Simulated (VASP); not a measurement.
# Cu4SeS: structure and properties in VASP

What structure does Cu4SeS take at this level, and what are its properties? The steps: rough relaxation of the start cell, relaxing cell and atoms (PBE + D4), density, ELF and potential (PBE + D4), band structure (PBE + D4), total and projected DOS (PBE + D4), band structure (PBE + D4 + SOC) and elastic tensor by finite strains (PBE + D4). The cell is invented: it takes the structure of a Materials Project entry for Cu2Se (space group 44 there), with some of its atoms replaced by other elements, volume scaled by an estimate. It may not be a known or stable phase. The atoms of the start are displaced at random from the sites of a C2 cell.

Method: PBE with D4; plane waves and PAW (Se, Cu, S), in the first sound run; inputs show where later runs differ, in VASP 6.6.1.

## (1) The structure

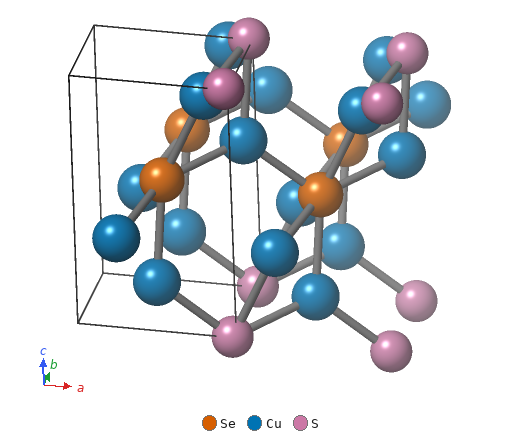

The starting structure, seen slightly off an axis (selenium orange, copper blue, sulfur pink). 2×2×1 cells are drawn. Some periodic images of atoms are drawn too.

## (2) Rough relaxation of the start cell

The start is only an estimate, so a cheap relaxation brings it near a minimum before any careful run. PBE, the usual starting point, adds the gradient of the density. A dispersion term adds the long-range attraction that semilocal functionals lack. D4 lets the coefficients depend on atomic charges too.

Contents of INCAR:

```
SYSTEM = Cu4SeS
PREC = Normal
ENCUT = 400
EDIFF = 1E-05
NELM = 60
ISMEAR = 0
SIGMA = 0.05
LREAL = .FALSE.
ALGO = Fast
GGA = PE
IVDW = 13
NBANDS = 34
LASPH = .TRUE.
LORBIT = 11
LWAVE = .FALSE.
LCHARG = .FALSE.
KPAR = 2
IBRION = 2
NSW = 40
ISIF = 3
EDIFFG = -0.04
```

Contents of POSCAR:

```
Cu4SeS
1.0
    3.7470090000     -2.0072400000      0.0000000000
    3.7470090000      2.0072400000      0.0000000000
   -3.3107410000      0.0000000000      6.7230420000
Se Cu S
1 4 1
Direct
    0.4762290000      0.5232470000      0.5002690000
    0.9640160000      0.7361420000      0.6459760000
    0.4700010000      0.2381640000      0.1465970000
    0.2571650000      0.0331650000      0.3517540000
    0.7543410000      0.5398830000      0.8532850000
    0.9723940000      0.0238000000     -0.0015600000
```

Contents of KPOINTS:

```
Automatic mesh
0
Gamma
5 5 3
0 0 0
```

The projector-augmented-wave data sets are Se, Cu and S (PBE family, release 64).

Command:

```bash
> mpirun -np 2 vasp_std
```

The log of the run:

```text
[banner, memory and clock lines left out]
running    2 mpi-ranks, on    1 nodes
 distrk:  each k-point on    1 cores,    2 groups
 distr:  one band on    1 cores,    1 groups

 POSCAR found type information on POSCAR SeCuS
 POSCAR found :  3 types and       6 ions
 LDA part: xc-table for (Slater+PW92), standard interpolation
 POSCAR, INCAR and KPOINTS ok, starting setup
 FFT: planning ... GRIDC
 FFT: planning ... GRID_SOFT
 FFT: planning ... GRID
 WAVECAR not read
 entering main loop
       N       E                     dE             d eps       ncg     rms          rms(c)
DAV:   1     0.433114172770E+03    0.43311E+03   -0.20897E+04  2584   0.190E+03
DAV:   2     0.223850461329E+02   -0.41073E+03   -0.40191E+03  2584   0.397E+02
DAV:   3    -0.229752680402E+02   -0.45360E+02   -0.44097E+02  3432   0.168E+02
DAV:   4    -0.252482370883E+02   -0.22730E+01   -0.22509E+01  4080   0.397E+01
DAV:   5    -0.252760119072E+02   -0.27775E-01   -0.27746E-01  4072   0.536E+00    0.158E+01
RMM:   6    -0.242857315767E+02    0.99028E+00   -0.39126E+01  2588   0.817E+01    0.101E+01
RMM:   7    -0.225910232329E+02    0.16947E+01   -0.10606E+01  2598   0.468E+01    0.346E+00
RMM:   8    -0.226522317858E+02   -0.61209E-01   -0.90363E-01  3007   0.845E+00    0.124E+00
RMM:   9    -0.226708079731E+02   -0.18576E-01   -0.39516E-01  3117   0.407E+00    0.767E-01
RMM:  10    -0.226686185926E+02    0.21894E-02   -0.75948E-02  3001   0.237E+00    0.603E-01
RMM:  11    -0.226687351943E+02   -0.11660E-03   -0.28365E-02  3226   0.101E+00    0.286E-01
RMM:  12    -0.226683657692E+02    0.36943E-03   -0.42952E-03  2775   0.633E-01    0.516E-02
RMM:  13    -0.226685509700E+02   -0.18520E-03   -0.18019E-03  3153   0.226E-01    0.206E-02
RMM:  14    -0.226685769038E+02   -0.25934E-04   -0.28140E-04  2810   0.936E-02    0.162E-02
RMM:  15    -0.226685798332E+02   -0.29293E-05   -0.22829E-05  1610   0.449E-02
   1 F= -.25195729E+02 E0= -.25195729E+02  d E =-.251957E+02
 curvature:   0.00 expect dE= 0.000E+00 dE for cont linesearch  0.000E+00
 trial: gam= 0.00000 g(F)=  0.549E-01 g(S)=  0.449E+00 ort = 0.000E+00 (trialstep = 0.100E+01)
 search vector abs. value=  0.504E+00
 bond charge predicted
       N       E                     dE             d eps       ncg     rms          rms(c)
DAV:   1    -0.358213338838E+02   -0.13153E+02   -0.19287E+02  2720   0.211E+02    0.352E+01
RMM:   2    -0.330373910658E+02    0.27839E+01   -0.21798E+02  2587   0.210E+02    0.196E+01
RMM:   3    -0.224535131532E+02    0.10584E+02   -0.70168E+01  2654   0.111E+02    0.358E+00
RMM:   4    -0.225175368315E+02   -0.64024E-01   -0.41352E+00  2851   0.244E+01    0.320E+00
RMM:   5    -0.225965879523E+02   -0.79051E-01   -0.13779E+00  2770   0.101E+01    0.171E+00
RMM:   6    -0.225962975201E+02    0.29043E-03   -0.55178E-01  2957   0.689E+00    0.896E-01
RMM:   7    -0.225886621427E+02    0.76354E-02   -0.20851E-01  2669   0.501E+00    0.488E-01
RMM:   8    -0.225964924672E+02   -0.78303E-02   -0.10966E-01  3293   0.235E+00    0.280E-01
RMM:   9    -0.225973092401E+02   -0.81677E-03   -0.12927E-02  3487   0.559E-01    0.244E-01
RMM:  10    -0.225975668524E+02   -0.25761E-03   -0.11088E-03  3370   0.176E-01    0.267E-01
RMM:  11    -0.225969293693E+02    0.63748E-03   -0.15233E-03  2882   0.300E-01    0.200E-01
RMM:  12    -0.225966004350E+02    0.32893E-03   -0.15368E-03  3036   0.324E-01    0.100E-01
RMM:  13    -0.225965937258E+02    0.67092E-05   -0.22744E-04  2515   0.831E-02    0.991E-02
RMM:  14    -0.225964960236E+02    0.97702E-04   -0.10208E-04  2305   0.127E-01    0.678E-02
RMM:  15    -0.225964221267E+02    0.73897E-04   -0.61793E-04  3342   0.253E-01    0.192E-02
RMM:  16    -0.225964212302E+02    0.89649E-06   -0.17663E-05  1671   0.354E-02
   2 F= -.25391872E+02 E0= -.25391872E+02  d E =-.196143E+00
[... from here on, the cycles between the ionic steps are left out ...]
   3 F= -.25404651E+02 E0= -.25404651E+02  d E =-.208922E+00
   4 F= -.25452854E+02 E0= -.25452854E+02  d E =-.482037E-01
   5 F= -.25477932E+02 E0= -.25477932E+02  d E =-.732817E-01
   6 F= -.25487231E+02 E0= -.25487231E+02  d E =-.929879E-02
   7 F= -.25487902E+02 E0= -.25487902E+02  d E =-.996976E-02
   8 F= -.25494315E+02 E0= -.25494315E+02  d E =-.641293E-02
   9 F= -.25494940E+02 E0= -.25494940E+02  d E =-.703761E-02
  10 F= -.25499797E+02 E0= -.25499797E+02  d E =-.485697E-02
  11 F= -.25501266E+02 E0= -.25501266E+02  d E =-.632656E-02
  12 F= -.25504885E+02 E0= -.25504885E+02  d E =-.361879E-02
  13 F= -.25504924E+02 E0= -.25504924E+02  d E =-.365825E-02
  14 F= -.25507446E+02 E0= -.25507446E+02  d E =-.252130E-02
  15 F= -.25510145E+02 E0= -.25510145E+02  d E =-.522098E-02
  16 F= -.25511705E+02 E0= -.25511705E+02  d E =-.678055E-02
  17 F= -.25513338E+02 E0= -.25513338E+02  d E =-.163311E-02
  18 F= -.25513789E+02 E0= -.25513789E+02  d E =-.208423E-02
  19 F= -.25513764E+02 E0= -.25513764E+02  d E =-.205951E-02
  20 F= -.25513789E+02 E0= -.25513789E+02  d E =-.208379E-02
  21 F= -.25513778E+02 E0= -.25513778E+02  d E =-.207272E-02
  22 F= -.25513784E+02 E0= -.25513784E+02  d E =-.207908E-02
 curvature:  -0.02 expect dE=-0.179E-04 dE for cont linesearch -0.880E-06
 ZBRENT: accuracy reached
 trial: gam=-0.06514 g(F)=  0.806E-03 g(S)=  0.111E-03 ort = 0.639E-03 (trialstep = 0.129E+01)
 search vector abs. value=  0.872E-03
 bond charge predicted
       N       E                     dE             d eps       ncg     rms          rms(c)
DAV:   1    -0.227666192965E+02   -0.13149E-02   -0.32211E-01  2668   0.332E+00    0.173E-01
RMM:   2    -0.227668019943E+02   -0.18270E-03   -0.62183E-03  2893   0.872E-01    0.901E-02
RMM:   3    -0.227669069057E+02   -0.10491E-03   -0.26420E-03  3222   0.458E-01    0.663E-02
RMM:   4    -0.227668679879E+02    0.38918E-04   -0.54074E-04  2586   0.249E-01    0.271E-02
RMM:   5    -0.227668891952E+02   -0.21207E-04   -0.34649E-04  2719   0.138E-01    0.176E-02
RMM:   6    -0.227668867770E+02    0.24182E-05   -0.29989E-05  1810   0.581E-02
  23 F= -.25514657E+02 E0= -.25514657E+02  d E =-.872564E-03
 trial-energy change:   -0.000873  1 .order   -0.000774   -0.001126   -0.000422
 step:   1.6555(harm=  2.0566)  dis= 0.00518  next Energy=   -25.514720 (dE=-0.936E-03)
 reached required accuracy - stopping structural energy minimisation
```

Elapsed: 7.9 min, on 2 MPI ranks of Intel Xeon Platinum 8488C (Sapphire Rapids), shared host; peak memory 0.42 GiB.

Lines that name or quote the potential files are left out of all logs, and their timing lines are given in words.

Parts of OUTCAR (step 2):

```text
ion  position               nearest neighbor table
   1  0.476  0.523  0.500-   4 2.37   2 2.38   2 2.42   5 2.43   3 2.44   4 2.45
   2  0.964  0.736  0.646-   1 2.38   1 2.42   6 2.44   5 2.61
   3  0.470  0.238  0.147-   6 2.35   1 2.44   6 2.46   4 2.63
   4  0.257  0.033  0.352-   1 2.37   6 2.44   1 2.45   3 2.63
   5  0.754  0.540  0.853-   6 2.38   6 2.42   1 2.43   2 2.61
   6  0.972  0.024  0.998-   3 2.35   5 2.38   5 2.42   2 2.44   4 2.44   3 2.46

  LATTYP: Found a base centered monoclinic cell.
 ALAT       =     7.4940180000
 B/A-ratio  =     0.5356912674
 C/A-ratio  =     0.9999999459
 COS(beta)  =    -0.4417845246

 Subroutine GETGRP returns: Found  1 space group operations
 (whereof  1 operations were pure point group operations)

The static configuration has the point symmetry C_1 .

 Found     38 irreducible k-points:

   k-points           NKPTS =     38   k-points in BZ     NKDIM =     38   number of bands    NBANDS=     34

   dimension x,y,z NGX =    24 NGY =   24 NGZ =   40
   dimension x,y,z NGXF=    48 NGYF=   48 NGZF=   80

   ENCUT  =  400.0 eV  29.40 Ry    5.42 a.u.   6.93  6.93 12.22*2*pi/ulx,y,z

   NELECT =      56.0000    total number of electrons

 k-points in reciprocal lattice and weights: Automatic mesh
   0.00000000  0.00000000  0.00000000       0.013
   0.20000000  0.00000000 -0.00000000       0.027
  -0.00000000 -0.20000000  0.00000000       0.027
   0.40000000  0.00000000 -0.00000000       0.027
   0.00000000 -0.40000000  0.00000000       0.027
   0.20000000  0.20000000 -0.00000000       0.027
   0.40000000  0.20000000 -0.00000000       0.027
  -0.20000000 -0.40000000  0.00000000       0.027
  -0.40000000  0.20000000  0.00000000       0.027
[...]
0.40000000  0.20000000 -0.33333333       0.027
  -0.20000000 -0.20000000  0.33333333       0.027

 average (electrostatic) potential at core
       1 -52.7649       2 -64.8499       3 -65.0581       4 -64.8497       5 -65.0565
       6 -86.4797

 E-fermi :   6.5289

 k-point     1 :       0.0000    0.0000    0.0000
  band No.  band energies     occupation
    ...
     24       4.9476      2.00000
     25       5.1091      2.00000
     26       5.7657      2.00000
     27       5.9368      2.00000
     28       6.2079      2.00000
     29       6.9130      0.00000
     30       7.6314      0.00000
     31      10.2093      0.00000
     32      11.2554      0.00000
     33      11.4792      0.00000
    ...

 k-point     2 :       0.2000    0.0000   -0.0000
  band No.  band energies     occupation
    ...
     24       4.5875      2.00000
     25       4.6791      2.00000
     26       5.3101      2.00000
     27       5.6628      2.00000
     28       6.1321      2.00000
     29       7.6136      0.00000
     30       8.5773      0.00000
     31       9.5197      0.00000
     32      10.2210      0.00000
     33      11.0299      0.00000
    ...

 k-point     3 :      -0.0000   -0.2000    0.0000
  band No.  band energies     occupation
    ...
     24       4.5834      2.00000
     25       4.6785      2.00000
     26       5.3112      2.00000
     27       5.6644      2.00000
     28       6.1310      2.00000
     29       7.6125      0.00000
     30       8.5844      0.00000
     31       9.5252      0.00000
     32      10.2151      0.00000
     33      11.0313      0.00000
    ...

  DFT-D4 for vdW energy calculation

  Edisp (eV):   -2.74777

  Total       0.19221     0.17503     0.08966    -0.00190     0.00341    -0.01089
  in kB       3.32000     3.02329     1.54865    -0.03284     0.05885    -0.18804
  external pressure =        2.63 kB  Pullay stress =        0.00 kB

  energy-cutoff  :      400.00
  volume of cell :       92.76
      direct lattice vectors                 reciprocal lattice vectors
     3.654757106 -1.926569095 -0.062956863     0.138079762 -0.259386252  0.069468638
     3.655968332  1.929506402 -0.062298628     0.137870239  0.259275869  0.069402430
    -3.340579324 -0.000502132  6.638047962     0.002603506 -0.000026757  0.151956902

 POSITION                                       TOTAL-FORCE (eV/Angst)
 -----------------------------------------------------------------------------------
      1.97778      0.05602      3.25160         0.004022     -0.010523      0.010789
      4.12936     -0.46038      4.32781         0.011697     -0.009641     -0.002708
      2.02983     -0.45528      0.85925        -0.011208      0.010163     -0.027297
     -0.16885     -0.46723      2.17859        -0.011516     -0.006089     -0.007474
      1.93232     -0.45978      5.64446         0.010171      0.020813      0.027372
      0.30904     -1.67628      6.57139        -0.003166     -0.004723     -0.000683
 -----------------------------------------------------------------------------------
    total drift:                                0.006741     -0.003522      0.003948

  FREE ENERGIE OF THE ION-ELECTRON SYSTEM (eV)
  ---------------------------------------------------
  free  energy   TOTEN  =       -25.5146566165 eV

  energy  without entropy=      -25.5146566165  energy(sigma->0) =      -25.51465662

 reached required accuracy - stopping structural energy minimisation

 total charge
# of ion       s       p       d       tot
------------------------------------------
    1        1.436   2.381   0.086   3.902
    2        0.380   0.325   9.272   9.977
    3        0.387   0.354   9.264  10.005
    4        0.380   0.325   9.272   9.977
    5        0.387   0.354   9.264  10.005
    6        1.309   2.383   0.000   3.692
--------------------------------------------------
tot          4.278   6.123  37.157  47.559

[... 3 further parts left out ...]
```

CONTCAR:

```
Cu4SeS
   1.00000000000000
     3.6547571059861239   -1.9265690952362953   -0.0629568630619455
     3.6559683320533356    1.9295064022364119   -0.0622986281762770
    -3.3405793242401787   -0.0005021323856218    6.6380479618828163
  Se              Cu              S
     1     4     1
Direct
     0.4844462243410708    0.5128709333239855    0.4992511860237318
     0.9902439255169440    0.7503112087799381    0.6684043153584210
     0.4580624413584580    0.2214435938038175    0.1358652497423212
     0.2492229055324534    0.0067781389831766    0.3306246577229143
     0.7781883586965000    0.5389378051097411    0.8627584254607310
     0.9339821445545798    0.0640593199993389    0.9994171656918822
```

This run has no spin polarisation, although Cu can carry a moment. The gap is read on the k-mesh alone, so it is an upper bound where the band edges lie off the mesh. This relaxation is a rough one on cheap settings, only to bring the start near its minimum. After so large a change of volume the plane waves of the start cell no longer fit, so the final stress carries a basis-set error.

The steps of the relaxation (22 of 23):

```
step  energy less that of the first step (eV)  largest force (eV/Å)  pressure (GPa)  volume (Å³)
   1                                   0.0000                0.5960           -6.80       101.13
   2                                  -0.1961                0.5713            2.57        91.01
   3                                  -0.2089                0.5876            0.76        92.82
   4                                  -0.2571                0.3315            0.85        92.57
   5                                  -0.2822                0.2713            1.03        92.26
   6                                  -0.2915                0.1320           -1.03        93.81
   7                                  -0.2922                0.1359           -0.75        93.44
   8                                  -0.2986                0.1189           -0.17        92.89
   9                                  -0.2992                0.1690            0.07        92.62
  10                                  -0.3041                0.1351            0.42        92.38
  11                                  -0.3055                0.1216            0.45        92.21
  13                                  -0.3092                0.0963           -0.46        93.28
  14                                  -0.3117                0.0863           -0.56        93.29
  15                                  -0.3144                0.0702           -0.51        93.30
  16                                  -0.3160                0.1151           -0.52        93.34
  17                                  -0.3176                0.0729            0.43        92.41
  18                                  -0.3181                0.0693            0.31        92.68
  19                                  -0.3180                0.0697           -0.02        92.78
  20                                  -0.3181                0.0688            0.25        92.72
  21                                  -0.3180                0.0690           -0.09        92.75
  22                                  -0.3181                0.0685           -0.02        92.74
  23                                  -0.3189                0.0359            0.26        92.76
```

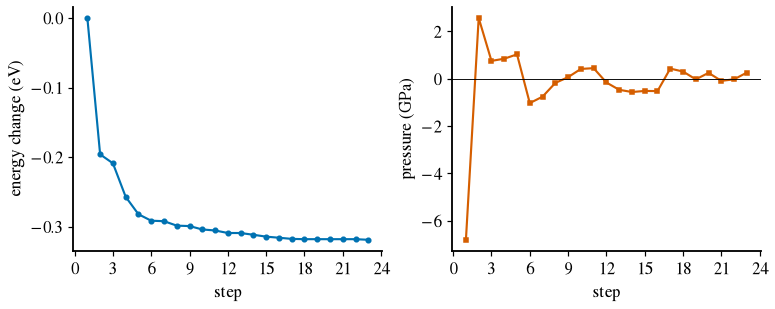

Energy and pressure along the relaxation.

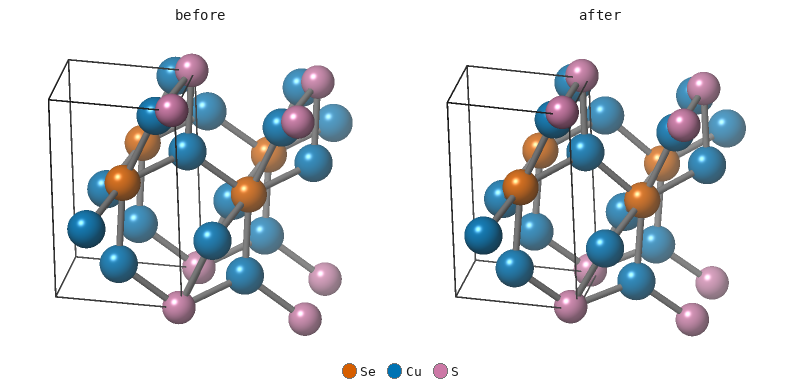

The structure before and after the relaxation, drawn at the same scale.

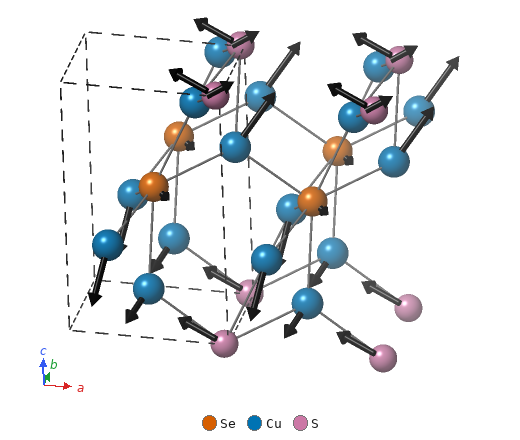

Displacements in the relaxation, exaggerated, measured against the changing cell; the longest in the cell stands for 0.17 Å. 2×2×1 cells are drawn. Some periodic images of atoms are drawn too.

```
     cell as run  before   after  change
           a (Å)   4.251   4.132  -2.8 %
           b (Å)   4.251   4.134  -2.7 %
           c (Å)   7.494   7.431  -0.8 %
           α (°)  112.92  114.27  +1.2 %
           β (°)  112.92  114.28  +1.2 %
           γ (°)   56.36   55.61  -1.3 %
volume (Å³/atom)   16.85   15.46  -8.3 %
```

The atoms that moved most (Å, as changes of fractional coordinates times the final cell):

```
atom      dx      dy      dz  length
 Cu2   0.073  -0.023   0.146   0.165
 Cu4  -0.055  -0.036  -0.138   0.153
  S6   0.004   0.152   0.006   0.152
 Cu3  -0.069  -0.009  -0.069   0.098
 Cu5   0.052  -0.048   0.061   0.094
 Se1  -0.005  -0.036  -0.007   0.037
```

The relaxed structure:

```
Se Cu S
1.0
     3.65476   -1.92657   -0.06296
     3.65597    1.92951   -0.06230
    -3.34058   -0.00050    6.63805
Se Cu S
1 4 1
Direct
  0.48445 0.51287 0.49925
  0.99024 0.75031 0.66840
  0.45806 0.22144 0.13587
  0.24922 0.00678 0.33062
  0.77819 0.53894 0.86276
  0.93398 0.06406 0.99942
```

A gap read on the k-mesh alone can miss the band edges.

Numbers from this step:

```
electrons                       : 56
bands                           : 34
irreducible k-points            : 38
symmetry operations             : 1
free energy (TOTEN)             : -25.51 eV
Fermi energy                    : 6.529 eV
pressure                        : 0.2631 GPa
metallic                        : no
valence top at k                : -0.2, 0.2, 0
conduction bottom at k          : 0, 0, 0
least direct gap at k           : 0, 0, 0
SCF cycles over all ionic steps : 193
gap on the k-mesh               : 0.6068 eV
least direct gap on the k-mesh  : 0.7051 eV
```

It ends with a largest force of 0.036 eV/Å and a pressure of 0.26 GPa.

(Continued in part 2 of 4.)

[Lines on the potential files, build, host, timing and source positions are cut from VASP's logs without a mark.]

[Logs are printed without paths, hosts, clocks, repeated set-up lines and the standing remarks that a program may print on its own settings, such as how far it seeks lower states.]

[Hosts, paths, dates, database ids (printed as entryN), source tags and the programs' standing remarks are cut or masked in the printed files.]

[A measured line is paired with the nearest computed mode of its activity, which favours agreement.]

[In band tables of VASP the shares of atoms and orbitals are scaled to a sum of 1 inside the atoms' spheres.]
